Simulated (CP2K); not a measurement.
**CH3AlCl2 (SMILES [CH3][Al]([Cl])[Cl]) at 3 levels**

We compute a comparison of 3 runs (PM3, GFN2-xTB, PM6) of CH3AlCl2. 

Program for the calculation: CP2K 2026.2.

2 further runs of the same task are left out: 2 that didn't finish.

### 1 The structure to begin with

CH3AlCl2 has 7 atoms, charge 0, and is taken as a singlet. SMILES: `[CH3][Al]([Cl])[Cl]`. Geometry: a GFN2-xTB relaxation, a rough one for these elements and not checked as a minimum.

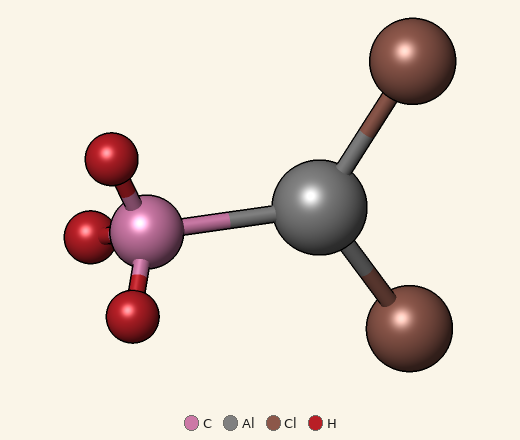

The structure, seen from a chosen angle (carbon pink, aluminium grey, chlorine brown, hydrogen red).

### 2 Energy and forces at PM3 (run 1)

Input file molecule.xyz:

```xyz
7

C     -0.181510     0.950430    -0.159080
Al     0.177410    -0.980090     0.156740
Cl     1.752500    -1.575200     1.300960
Cl    -1.008100    -2.428000    -0.644740
H     -1.060810     1.104220    -0.786440
H     -0.343720     1.487200     0.778430
H      0.664230     1.441430    -0.645870
```

Input file molecule.inp:

```
&GLOBAL
  PROJECT molecule
  RUN_TYPE ENERGY_FORCE
  PRINT_LEVEL MEDIUM
&END GLOBAL

&FORCE_EVAL
  METHOD QUICKSTEP
  &DFT
    CHARGE 0
    MULTIPLICITY 1
    &QS
      METHOD PM3
      EPS_DEFAULT 1.0E-10
      &SE
        &COULOMB
          CUTOFF [angstrom] 50
          RC_RANGE [angstrom] 0
        &END COULOMB
        &EXCHANGE
          CUTOFF [angstrom] 50
          RC_RANGE [angstrom] 0
        &END EXCHANGE
      &END SE
    &END QS
    &POISSON
      PERIODIC NONE
      POISSON_SOLVER ANALYTIC
    &END POISSON
    &SCF
      SCF_GUESS RANDOM
      EPS_SCF 1.0E-06
      MAX_SCF 98
      ADDED_MOS 2
      &DIAGONALIZATION
        ALGORITHM STANDARD
      &END DIAGONALIZATION
      &MIXING
        METHOD DIRECT_P_MIXING
        ALPHA 0.4
      &END MIXING
    &END SCF
    &PRINT
      &MOMENTS
        PERIODIC F
        REFERENCE COM
        MAX_MOMENT 1
      &END MOMENTS
      &MO ON
        ENERGIES T
        OCCUPATION_NUMBERS T
        NDIGITS 6
        &EACH
          QS_SCF 0
        &END EACH
        ADD_LAST NUMERIC
      &END MO
      &HIRSHFELD OFF
      &END HIRSHFELD
    &END PRINT
  &END DFT
  &SUBSYS
    &CELL
      ABC [angstrom] 10.8 11.9 10.1
      PERIODIC NONE
    &END CELL
    &TOPOLOGY
      COORD_FILE_NAME molecule.xyz
      COORD_FILE_FORMAT XYZ
      &CENTER_COORDINATES
      &END CENTER_COORDINATES
    &END TOPOLOGY
  &END SUBSYS
  &PRINT
    &FORCES ON
    &END FORCES
  &END PRINT
&END FORCE_EVAL
```

Launch:

```sh
$ OMP_NUM_THREADS=1 cp2k.psmp -i molecule.inp -o molecule.out
```

What it wrote:

```text
CP2K| version string:                                       CP2K version 2026.2
[...]
 GLOBAL| Method name                                                        CP2K
[...]
 GLOBAL| Run type                                                   ENERGY_FORCE
[...]
                             - Atoms:                                          7
[...]
                             - Spherical basis functions:                     19
[...]
 Number of electrons:                                                         24
[...]
     1 P_Mix/Diag. 0.40E+00    0.0     1.42295089       -25.5163682360 -2.55E+01
[...]
    24 DIIS/Diag.  0.31E-06    0.0     0.00000026       -31.2859841860 -1.69E-12
  *** SCF run converged in    24 steps ***
  Core-core repulsion energy [eV]:                           1046.98681728944143
  Core Hamiltonian energy [eV]:                             -1281.46093465654303
  Two-electron integral energy [eV]:                        -1233.72161529872460
  Electronic energy [eV]:                                   -1898.32174230590522
  Total energy [eV]:                                         -851.33492501646379
  Atomic reference energy [eV]:                               847.85436226403533
  Heat of formation [kcal/mol]:                               -80.26369019358067
[...]
 SE_DIPOLE| Moment [Debye]          0.37193510      -2.02987059       0.33151540
 SE_DIPOLE| Derivative [a.u.]       0.00000000       0.00000000       0.00000000
 ENERGY| Total FORCE_EVAL ( QS ) energy [hartree]            -31.285984186039652
 FORCES| Atomic forces [hartree/bohr]
 FORCES|   Atom     x               y               z               |f|
 FORCES|      1  3.25340561E-03 -1.68966684E-02  2.85330294E-03   1.74420007E-02
 FORCES|      2 -3.46580994E-03  2.01192456E-02 -3.06852195E-03   2.06448955E-02
 FORCES|      3 -5.24851685E-03  3.27289887E-03 -3.86008158E-03   7.29102366E-03
 FORCES|      4  3.54190319E-03  6.21919604E-03  2.32844133E-03   7.52629501E-03
 FORCES|      5  1.41121543E-03 -3.59234599E-03  1.12065606E-03   4.01899847E-03
 FORCES|      6 -2.47705398E-04 -4.54546715E-03  1.00783454E-03   4.66244143E-03
 FORCES|      7  7.55507959E-04 -4.57685898E-03 -3.81631343E-04   4.65446805E-03
 FORCES| Sum    -3.79904441E-16  1.38777878E-17 -2.72351586E-16
 FORCES| Total atomic force                                       4.67648761E-16
[...]
```

Wall time 0.28 s (1 thread of Arm Neoverse V1, shared host).

### 3 Energy and forces at GFN2-xTB (run 2)

Input file molecule.pdb:

```
HETATM    1 C    MOL A   1      -0.182   0.950  -0.159  1.00  0.00           C
HETATM    2 Al   MOL A   1       0.177  -0.980   0.157  1.00  0.00          AL
HETATM    3 Cl   MOL A   1       1.752  -1.575   1.301  1.00  0.00          CL
HETATM    4 Cl   MOL A   1      -1.008  -2.428  -0.645  1.00  0.00          CL
HETATM    5 H    MOL A   1      -1.061   1.104  -0.786  1.00  0.00           H
HETATM    6 H    MOL A   1      -0.344   1.487   0.778  1.00  0.00           H
HETATM    7 H    MOL A   1       0.664   1.441  -0.646  1.00  0.00           H
END
```

Input file mol.inp:

```
&GLOBAL
 PROJECT mol
 RUN_TYPE ENERGY_FORCE
 PRINT_LEVEL MEDIUM
&END GLOBAL

&FORCE_EVAL
 METHOD QUICKSTEP
 &DFT
  &QS
   METHOD XTB
   EPS_DEFAULT 1.0E-10
   &XTB
    GFN_TYPE TBLITE
    &TBLITE
     METHOD GFN2
    &END TBLITE
    CHECK_ATOMIC_CHARGES F
   &END XTB
  &END QS
  &POISSON
   PERIODIC NONE
   POISSON_SOLVER ANALYTIC
  &END POISSON
  &SCF
   SCF_GUESS ATOMIC
   EPS_SCF 1.0E-07
   MAX_SCF 150
   ADDED_MOS 4
   LEVEL_SHIFT 0.3
   MAX_DIIS 12
   &DIAGONALIZATION
    ALGORITHM STANDARD
   &END DIAGONALIZATION
   &MIXING
    METHOD DIRECT_P_MIXING
    ALPHA 0.4
   &END MIXING
  &END SCF
  &PRINT
   &MOMENTS
    PERIODIC F
    REFERENCE COM
    MAX_MOMENT 1
   &END MOMENTS
   &MO ON
    ENERGIES T
    OCCUPATION_NUMBERS T
    NDIGITS 6
    &EACH
     QS_SCF 0
    &END EACH
    ADD_LAST NUMERIC
   &END MO
   &HIRSHFELD OFF
   &END HIRSHFELD
  &END PRINT
 &END DFT
 &SUBSYS
  &CELL
   ABC 14.8 15.9 14.1
   PERIODIC NONE
  &END CELL
  &TOPOLOGY
   COORD_FILE_NAME molecule.pdb
   COORD_FILE_FORMAT PDB
   CONN_FILE_FORMAT OFF
   &CENTER_COORDINATES
   &END CENTER_COORDINATES
  &END TOPOLOGY
 &END SUBSYS
 &PRINT
  &FORCES ON
  &END FORCES
 &END PRINT
&END FORCE_EVAL
```

Launch:

```sh
$ OMP_NUM_THREADS=1 cp2k.psmp -i mol.inp > mol.out 2>&1
```

What it wrote:

```text
CP2K| version string:                                       CP2K version 2026.2
[...]
 GLOBAL| Method name                                                        CP2K
[...]
 GLOBAL| Run type                                                   ENERGY_FORCE
[...]
                             - Atoms:                                          7
[...]
                             - Spherical basis functions:                     34
[...]
 Number of electrons:                                                         24
[...]
  *** SCF run converged in    84 steps ***
[...]
  Fermi energy:                                                -0.27699831614163
[...]
 TB_DIPOLE| Moment [Debye]         -0.38578752       2.02299427      -0.33817159
 TB_DIPOLE| Derivative [a.u.]       0.00000000       0.00000000       0.00000000
[...]
 ENERGY| Total FORCE_EVAL ( QS ) energy [hartree]            -13.969026021551128
 FORCES| Atomic forces [hartree/bohr]
 FORCES|   Atom     x               y               z               |f|
 FORCES|      1  2.12074961E-04  1.42200318E-05 -1.58169067E-04   2.64944243E-04
 FORCES|      2 -7.86312306E-05 -2.82736936E-05 -3.61927087E-05   9.10614317E-05
 FORCES|      3  9.54011982E-05 -2.41101533E-06  6.27885531E-05   1.14234863E-04
 FORCES|      4 -3.88359504E-06  1.09023097E-05 -7.88837119E-06   1.40060368E-05
 FORCES|      5 -1.09469435E-04  4.21916987E-05 -1.18026081E-04   1.66414700E-04
 FORCES|      6  3.00501425E-06  5.70888100E-05  1.89532137E-04   1.97966142E-04
 FORCES|      7 -1.18496912E-04 -9.37181412E-05  6.79555374E-05   1.65657971E-04
 FORCES| Sum     7.39967983E-18  4.17146786E-17  6.96328845E-17
 FORCES| Total atomic force                                       8.15083326E-17
[...]
```

It took 0.4 s on 1 thread of Arm Neoverse V1, shared host.

### 4 The energy at PM6 (run 3)

Input file qs.inp:

```
&GLOBAL
 PROJECT_NAME qs
 RUN_TYPE ENERGY
 PRINT_LEVEL MEDIUM
&END GLOBAL

&FORCE_EVAL
 METHOD QS
 &DFT
  &QS
   METHOD PM6
   EPS_DEFAULT 1.0E-10
   &SE
    &COULOMB
     CUTOFF [angstrom] 50
     RC_RANGE [angstrom] 0
    &END COULOMB
    &EXCHANGE
     CUTOFF [angstrom] 50
     RC_RANGE [angstrom] 0
    &END EXCHANGE
   &END SE
  &END QS
  &POISSON
   PERIODIC NONE
   POISSON_SOLVER ANALYTIC
  &END POISSON
  &SCF
   SCF_GUESS ATOMIC
   EPS_SCF 1.0E-07
   MAX_SCF 40
   &OT
    MINIMIZER CG
    PRECONDITIONER FULL_ALL
   &END OT
   &OUTER_SCF
    EPS_SCF 1.0E-07
    MAX_SCF 5
   &END OUTER_SCF
  &END SCF
  &PRINT
   &MOMENTS
    PERIODIC F
    REFERENCE COM
    MAX_MOMENT 1
   &END MOMENTS
   &MO_CUBES
    NLUMO 3
    NHOMO -1
    WRITE_CUBE F
   &END MO_CUBES
   &HIRSHFELD OFF
   &END HIRSHFELD
  &END PRINT
 &END DFT
 &SUBSYS
  &CELL
   ABC 18.8 19.9 18.1
   PERIODIC NONE
  &END CELL
  &COORD
   C     -0.181510     0.950430    -0.159080
   Al     0.177410    -0.980090     0.156740
   Cl     1.752500    -1.575200     1.300960
   Cl    -1.008100    -2.428000    -0.644740
   H     -1.060810     1.104220    -0.786440
   H     -0.343720     1.487200     0.778430
   H      0.664230     1.441430    -0.645870
  &END COORD
  &TOPOLOGY
   &CENTER_COORDINATES
   &END CENTER_COORDINATES
  &END TOPOLOGY
 &END SUBSYS
&END FORCE_EVAL
```

Launch:

```sh
$ OMP_NUM_THREADS=1 cp2k.psmp -i qs.inp -o qs.out
```

What it wrote:

```text
CP2K| version string:                                       CP2K version 2026.2
[...]
 GLOBAL| Method name                                                        CP2K
[...]
 GLOBAL| Run type                                                         ENERGY
[...]
                             - Atoms:                                          7
[...]
                             - Spherical basis functions:                     34
[...]
 Number of electrons:                                                         24
[...]
     1 OT CG       0.15E+00    0.0     0.30839898       -22.9636678930 -2.30E+01
[...]
    38 OT CG       0.96E-01    0.0     0.00000010       -26.7338721093 -5.79E-13
  *** SCF run converged in    38 steps ***
  Core-core repulsion energy [eV]:                           1061.66193035116021
  Core Hamiltonian energy [eV]:                             -1173.46999631550602
  Two-electron integral energy [eV]:                        -1231.31517995024637
  Electronic energy [eV]:                                   -1789.12758629062910
  Total energy [eV]:                                         -727.46565593946889
  Atomic reference energy [eV]:                               722.97305426403545
  Heat of formation [kcal/mol]:                              -103.60186403435948
[...]
 SE_DIPOLE| Moment [Debye]          0.37714193      -2.08405891       0.33691755
 SE_DIPOLE| Derivative [a.u.]       0.00000000       0.00000000       0.00000000
 *** WARNING in qs_scf_post_se.F:140 :: Printing of MO cube files not ***
 *** implemented for Semi-Empirical method.                           ***
 ENERGY| Total FORCE_EVAL ( QS ) energy [hartree]            -26.733872109344919
[...]
```

Wall time 0.68 s (1 thread of Arm Neoverse V1, shared host).

### 5 Overview of the runs

| run | level | SCF convergence threshold | iteration cap | energy (Eh) | dipole moment (D) | HOMO energy (eV) | LUMO energy (eV) | wall time |
| --- | --- | --- | --- | --- | --- | --- | --- | --- |
| 1 | PM3 | 1e-06 | 98 | -31.285984 | 2.09 | -10.46 | -2.55 | 0.28 s |
| 2 | GFN2-xTB | 1e-07 | 150 | -13.969026 | 2.09 | -11.10 | -6.64 | 0.4 s |
| 3 | PM6 | 1e-07 | 40 | -26.733872 | 2.14 | – | – | 0.68 s |

### 6 What came out

| quantity | value |
| --- | --- |
| run 3: total energy | -26.73387 Eh |
| run 3: dipole moment | 2.14 D |
| run 3: heat of formation | -103.6 kcal/mol |

What this shows: The dipole moment (its size) runs from 2.09 D (GFN2-xTB) to 2.14 D (PM6). Some of these are taken from atomic charges alone. Force-field and semi-empirical energies have zeros of their own, so their totals don't compare. All runs together took 1.4 s, the longest 0.68 s.
